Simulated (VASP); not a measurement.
Band structure of PrAsPd (space group P6_3/mmc). Level of theory: PBEsol GGA, VASP's PBE PAW potentials (set 64) (plane waves; VASP).

The 4f electrons are frozen in the core of the lanthanide potential, so 4f levels, which can set the real gap, and their magnetism are missing.

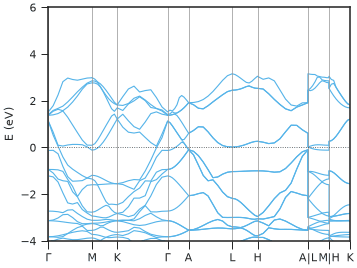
Bands along high-symmetry lines, zero at the valence-band maximum or, without a gap, the Fermi level

Q: Read the plot: is there a gap, and where are the band edges?

A: It has no gap at this level: it comes out as a metal or semimetal. (Edges off the drawn lines would not show.)

The structure comes from a computed database's PrAsPd entry (P6_3/mmc); how it stands against other phases isn't given here. It was relaxed first.
